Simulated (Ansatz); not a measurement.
**doublet C2H3F+ at 6 levels**

Aim: a comparison of 6 runs (UHF/3-21G, UB3LYP/6-31G*, U-r2SCAN/def2-TZVP, UB2PLYP/def2-TZVP, UPBE/def2-TZVP, UCCSD(T)/def2-TZVP) of doublet C2H3F+. 

The calculation is run with Ansatz 0.2.0.

44 further runs of the same task are left out: 44 set aside as unsound or not needed.

**1. Starting point**

The species is C2H3F+ (6 atoms), meant as a doublet with charge +1. SMILES of the parent species: `C=CF`. Geometry: relaxed at PBE0-D4/def2-TZVP. That shape belongs to the parent species and isn't relaxed for this state.

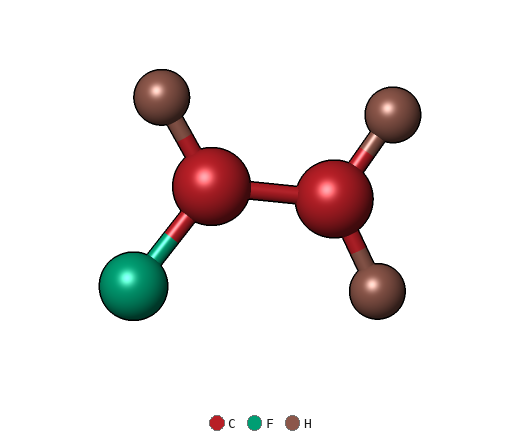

The structure, seen from a chosen angle (carbon red, fluorine teal, hydrogen brown).

**2. A single-point energy at UHF/3-21G (run 1)**

Input file molecule.yaml:

```yaml
crystal:
  periodic: [false, false, false]
  atoms:
    - {symbol: C, position_ang: [-0.536200, 0.076400, -0.442800]}
    - {symbol: C, position_ang: [0.490000, -0.016300, 0.376600]}
    - {symbol: F, position_ang: [0.966200, -1.192400, 0.795500]}
    - {symbol: H, position_ang: [-1.043900, -0.803300, -0.816600]}
    - {symbol: H, position_ang: [-0.880200, 1.054100, -0.749700]}
    - {symbol: H, position_ang: [1.046100, 0.817400, 0.790700]}
basis:
  gaussian: {orbitals: 3-21G.json}
hamiltonian: {xc: hf}
total_charge: 1
output: {orbitals: {seedname: orbitals}}
magnetization: {spin_polarized: true, initial_magnetization: 1}
accuracy: high
```

The basis set 3-21G is read from a file made from the Basis Set Exchange's data (not shown).

Command:

```sh
ansatz run molecule.yaml --threads 1 --pin off --max-ram 3480MiB --events-out events.jsonl --progress --plain --runs-dir runs
```

The program printed:

```text
Warning: RAYON_NUM_THREADS=1 ignored (pool sized by the plan → 1); use --threads N
Functional definition: HF
  name "HF"
  exchange = exact_x
  correlation = 0
709 factors; integrals over basis functions are off by at most 9.1e-9 eV
mean field evaluation 1: about -4774.9747 eV, gradient 2.7e1 eV
mean field evaluation 2: about -4774.9649 eV, gradient 2.7e1 eV
mean field evaluation 4: about -4777.5917 eV, gradient 1.7e0 eV
mean field evaluation 8: about -4777.6211 eV, gradient 2.9e-3 eV
mean field -4777.62105416 eV, -175.5743353527 hartree, gradient 3.2e-8 eV, S^2 0.754634; 0 other end points of the search recorded, 0 dependent functions left out
reference -4777.62105416 eV, -175.5743353527 hartree; 12, 11 occupied and 21, 22 virtual orbitals, 709 factors
Total energy: -4777.62105416 eV, -175.5743353527 hartree
```

Wall time 0.67 s (1 thread of Intel Xeon Platinum 8259CL at 2.50GHz (Skylake/Cascade Lake), shared host); peak memory 0.094 GiB.

**3. The energy at UB3LYP/6-31G(d) (Cartesian functions) (run 2)**

Input file input.yaml:

```yaml
crystal:
  periodic: [false, false, false]
  atoms:
    - {symbol: C, position_ang: [-0.536200, 0.076400, -0.442800]}
    - {symbol: C, position_ang: [0.490000, -0.016300, 0.376600]}
    - {symbol: F, position_ang: [0.966200, -1.192400, 0.795500]}
    - {symbol: H, position_ang: [-1.043900, -0.803300, -0.816600]}
    - {symbol: H, position_ang: [-0.880200, 1.054100, -0.749700]}
    - {symbol: H, position_ang: [1.046100, 0.817400, 0.790700]}
basis:
  gaussian:
    orbitals: "6-31G*"
total_charge: 1
magnetization:
  spin_polarized: true
  initial_magnetization: 1
hamiltonian:
  xc: {name: B3LYP}
accuracy: high
output: {orbitals: {seedname: orbitals}}
```

Command:

```sh
ansatz run input.yaml --threads 1 --pin off --max-ram 3480MiB --events-out events.jsonl --progress --plain --runs-dir runs
```

The program printed:

```text
Warning: RAYON_NUM_THREADS=1 ignored (pool sized by the plan → 1); use --threads N
Functional definition: B3LYP
  name "B3LYP"
  parameter a0 = 0.2
  parameter ax = 0.72
  parameter ac = 0.81
  exchange = (1 - a0 - ax)*slater_x + ax*b88_x + a0*exact_x
  correlation = (1 - ac)*vwn_rpa_c + ac*lyp_c
1110 factors; integrals over basis functions are off by at most 3.2e-9 eV
mean field evaluation 1: about -4822.9398 eV, gradient 4.0e1 eV
mean field evaluation 2: about -4813.6141 eV, gradient 6.8e1 eV
mean field evaluation 4: about -4828.4379 eV, gradient 1.5e0 eV
mean field evaluation 8: about -4828.5372 eV, gradient 8.8e-2 eV
mean field evaluation 16: about -4828.5372 eV, gradient 4.9e-5 eV
mean field -4828.53719874 eV, -177.4454691536 hartree, gradient 3.8e-8 eV, S^2 0.752115; 0 other end points of the search recorded, 0 dependent functions left out
reference -4828.53722364 eV, -177.4454700688 hartree; 12, 11 occupied and 39, 40 virtual orbitals, 1110 factors
Total energy: -4828.53722364 eV, -177.4454700688 hartree
```

It took 6.6 s on 1 thread of Intel Xeon Platinum 8259CL at 2.50GHz (Skylake/Cascade Lake), shared host; peak memory 0.19 GiB.

Runs 3 to 4 aren't shown in full; the table further down has their settings and results.

**4. A single-point energy at UPBE/def2-TZVP (run 5)**

Input file in.yaml:

```yaml
crystal:
  periodic: [false, false, false]
  atoms:
    - {symbol: C, position_ang: [-0.536200, 0.076400, -0.442800]}
    - {symbol: C, position_ang: [0.490000, -0.016300, 0.376600]}
    - {symbol: F, position_ang: [0.966200, -1.192400, 0.795500]}
    - {symbol: H, position_ang: [-1.043900, -0.803300, -0.816600]}
    - {symbol: H, position_ang: [-0.880200, 1.054100, -0.749700]}
    - {symbol: H, position_ang: [1.046100, 0.817400, 0.790700]}
basis:
  gaussian:
    orbitals: def2-TZVP
hamiltonian:
  xc: {name: PBE}
accuracy: high
magnetization:
  spin_polarized: true
  initial_magnetization: 1
total_charge: 1
output:
  orbitals: {seedname: orbitals}
```

Command:

```sh
ansatz run in.yaml --threads 1 --pin off --max-ram 3480MiB --events-out events.jsonl --progress --plain --runs-dir runs
```

The program printed:

```text
Warning: RAYON_NUM_THREADS=1 ignored (pool sized by the plan → 1); use --threads N
Functional definition: PBE
  name "PBE"
  parameter kappa = 0.804
  parameter beta = 0.06672455060314922
  exchange = pbe_x(kappa = kappa, mu = beta*pi^2/3)
  correlation = pbe_c(beta = beta)
1965 factors; integrals over basis functions are off by at most 4.0e-9 eV
mean field evaluation 1: about -4816.6699 eV, gradient 4.9e1 eV
mean field evaluation 2: about -4801.1018 eV, gradient 8.5e1 eV
mean field evaluation 4: about -4825.0380 eV, gradient 2.8e0 eV
mean field evaluation 8: about -4825.0637 eV, gradient 1.2e-1 eV
mean field evaluation 16: about -4825.0638 eV, gradient 7.2e-6 eV
mean field -4825.06375872 eV, -177.3178225871 hartree, gradient 1.9e-8 eV, S^2 0.752001; 0 other end points of the search recorded, 0 dependent functions left out
reference -4825.06376160 eV, -177.3178226932 hartree; 12, 11 occupied and 99, 100 virtual orbitals, 1965 factors
Total energy: -4825.06376160 eV, -177.3178226932 hartree
```

It took 9.9 s on 1 thread of Intel Xeon Platinum 8259CL at 2.50GHz (Skylake/Cascade Lake), shared host; peak memory 0.31 GiB.

**5. The energy at UCCSD(T)/def2-TZVP (run 6)**

input.yaml: that of step 3 with these lines changed.

```diff
@@ -10,11 +10,7 @@
 basis:
-  gaussian:
-    orbitals: "6-31G*"
+  gaussian: {orbitals: def2-TZVP}
 total_charge: 1
-magnetization:
-  spin_polarized: true
-  initial_magnetization: 1
-hamiltonian:
-  xc: {name: B3LYP}
+magnetization: {spin_polarized: true, initial_magnetization: 1}
+correlation: {method: ccsd_t, frozen_orbitals: {C: 1, F: 1, H: 0}}
 accuracy: high
-output: {orbitals: {seedname: orbitals}}
+scf: {omitted_lower_state_checks: [cluster_reference, increment]}
```

Command:

```sh
ansatz run input.yaml --threads 1 --pin off --max-ram 3480MiB --events-out events.jsonl --progress --plain --runs-dir runs
```

The program printed (excerpt; [...] marks lines left out):

```text
Warning: RAYON_NUM_THREADS=1 ignored (pool sized by the plan → 1); use --threads N
[... 2 set-up lines as earlier in the session ...]
[...]
1965 factors; integrals over basis functions are off by at most 4.0e-9 eV
[...]
mean field -4806.19766307 eV, -176.6245063602 hartree, gradient 3.7e-8 eV, S^2 0.755914; 0 other end points of the search recorded, 0 dependent functions left out
3 core orbitals not correlated: weight in the atoms' cores, before any rotation towards them, 1.000 or more for the frozen orbitals, at most 0.000 for the correlated occupied ones
reference -4806.19766307 eV, -176.6245063602 hartree; 9, 8 occupied and 99, 100 virtual orbitals, 1965 factors
second order -13.92845466 eV of doubles, -0.00000000 eV of singles
cycle   1  -14.18669792 eV  change   -2.6e-1 eV  update   9.4e-2
[...]
cycle  24  -14.64871240 eV  change   7.0e-10 eV  update   1.5e-9
perturbative correction -0.50290742 eV, -0.0184815069 hartree
Total energy: -4821.34928290 eV, -177.1813181186 hartree
Checks for a lower state left out: cluster_reference, increment
```

Run time: 79 s. Hardware: 1 thread of Intel Xeon Platinum 8259CL at 2.50GHz (Skylake/Cascade Lake), shared host; peak memory 2.1 GiB.

**6. The series**

```
run                                level  Cartesian functions  frozen core orbitals  energy (Eh)  HOMO energy (eV)  LUMO energy (eV)   ⟨S²⟩  wall time
  1                            UHF/3-21G                   no                     –  -175.574335            -20.53             -8.43  0.755     0.67 s
  2  UB3LYP/6-31G* (Cartesian functions)                  yes                     –  -177.445470            -16.76            -13.26  0.752      6.6 s
  3                   U-r2SCAN/def2-TZVP                   no                     –  -177.429325            -16.28            -13.82  0.754       14 s
  4                    UB2PLYP/def2-TZVP                   no                     3  -177.388885            -18.47            -11.25  0.754       17 s
  5                       UPBE/def2-TZVP                   no                     –  -177.317823            -15.82            -14.26  0.752      9.9 s
  6                   UCCSD(T)/def2-TZVP                   no                     3  -177.181318                 –                 –  0.756       79 s
```

**7. Results**

| quantity | value |
| --- | --- |
| run 6: total energy | -177.18132 Eh |
| run 6: correlation energy (3 core orbitals frozen) | -556.8 mEh |
| run 6: (T) correction | -18.48 mEh |
| run 6: ⟨S²⟩ of the reference determinant | 0.756 |
| run 6: T1 diagnostic | 0.022 |

In words: Totals of different functionals can't be ranked against each other. All runs together took 2.1 min, the longest 79 s.
